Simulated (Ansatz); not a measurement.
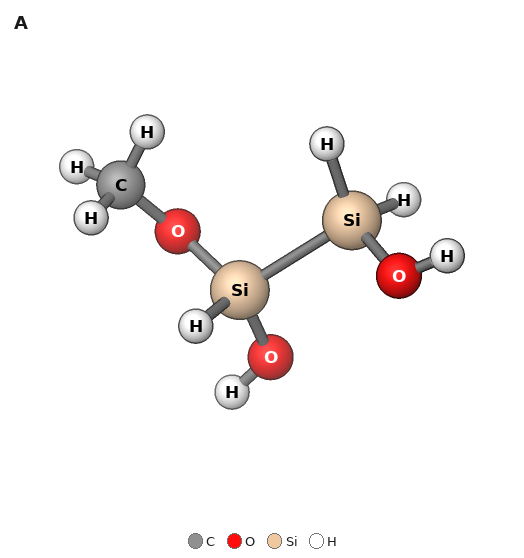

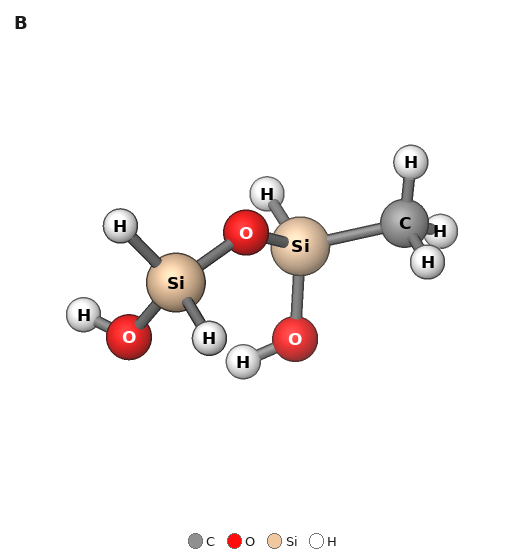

2 stationary structures of one formula. Geometries: PBE0-D4/def2-TZVP. Electronic energies: PBE0-D4/def2-TZVPP (Ansatz 0.2.0), without zero-point energy. No frequency run is at hand to confirm each as a minimum. Each is one conformer, not always the lowest.

Question: Which structure is the most stable?

Answer: B is lowest; A lies 247.9 kJ/mol above it. A is `CO[Si@@H](O)[SiH2]O`, B is `C[Si@@H](O)O[SiH2]O`.

Give E(B) − E(A) in kJ/mol at these levels too: RHF-MP2 (frozen core)/def2-QZVPP; ωB97X-V/def2-TZVPP; PBE0-D4/def2-TZVPP; ωB97M-V/def2-TZVPP; PBE-D4/def2-TZVPP; CCSD(T)/CBS (MP2 limit from def2-TZVPP and def2-QZVPP plus CCSD(T) − MP2); PBE0-D4/def2-TZVP; RHF-CCSD(T) (frozen core)/def2-TZVPP.

| level | E(B) − E(A) (kJ/mol) |
| --- | --- |
| RHF-MP2 (frozen core)/def2-QZVPP | −279.3 |
| ωB97X-V/def2-TZVPP | −255.7 |
| PBE0-D4/def2-TZVPP | −247.9 |
| ωB97M-V/def2-TZVPP | −268.9 |
| PBE-D4/def2-TZVPP | −236.5 |
| CCSD(T)/CBS (MP2 limit from def2-TZVPP and def2-QZVPP plus CCSD(T) − MP2) | −266.5 |
| PBE0-D4/def2-TZVP | −248.4 |
| RHF-CCSD(T) (frozen core)/def2-TZVPP | −264.6 |
